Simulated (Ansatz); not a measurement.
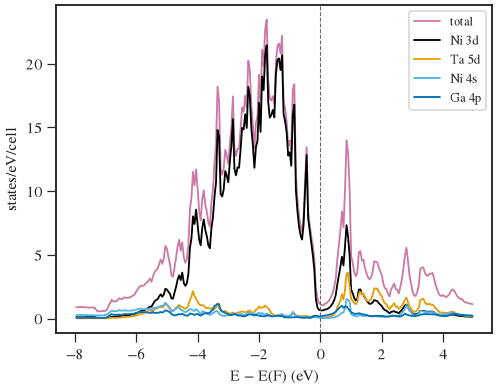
Figure: Total and projected density of states of TaGaNi6 in space group P4/mmm (No. 123; Pearson symbol tP8), r²SCAN in the plane-wave PAW code Ansatz

Question: Which orbitals carry the states next to the Fermi level?

Answer: Within 0.5 eV of the Fermi level: Ni 3d 83 %, Ga 4p 6 %. Projections are on Löwdin-orthogonalised atomic valence shells; empty p or d shells of many metals are not among them.

Question: Where is the tallest occupied peak in this window, and what makes it?

Answer: Near -1.8 eV, about 23 states/eV per cell; the largest projected share is Ni 3d.

The first step of the workflow began from a Materials Project structure, measured or hypothetical; the Crystallography Open Database copy checked does not list it. With Ta and Ga taken as one species the cell has the higher symmetry Pm-3m, so it may be an ordered model of a mixed-site phase. Whether it is the stable phase at ambient conditions was not checked. The r²SCAN relaxation kept the symmetry of its start; its stability against distortions is not shown here. No spin polarisation was allowed. Scalar-relativistic: spin–orbit coupling is off unless named, which matters more the heavier the elements.

Potentials: the later of the program's two PAW sets.
